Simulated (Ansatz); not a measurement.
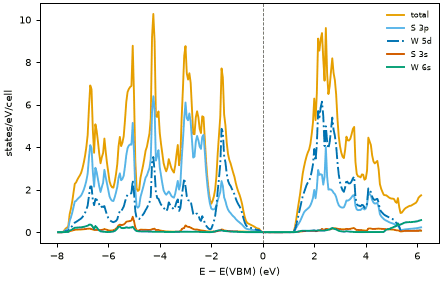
Figure. Total and projected density of states of WS2 in space group P6_3/mmc (No. 194; W on 2c, S on 4f), DFT-r²SCAN+D4 in the program Ansatz with PAW potentials

Question: Which orbitals carry the states next to the gap?

Answer: Top 1 eV of the valence band: W 5d 66 %, S 3p 29 %. Bottom 1 eV of the conduction band: W 5d 62 %, S 3p 31 %. Projections are on Löwdin-orthogonalised atomic valence shells; empty p or d shells of many metals are not among them.

Question: Where is the tallest occupied peak in this window, and what makes it?

Answer: Near -4.2 eV, about 10 states/eV per cell; the largest projected share is S 3p.

Symmetry was held in the r²SCAN+D4 relaxation. The run is not spin-polarised. Spin–orbit coupling is left out wherever it is not named.

Potentials: the later of the program's two PAW sets.
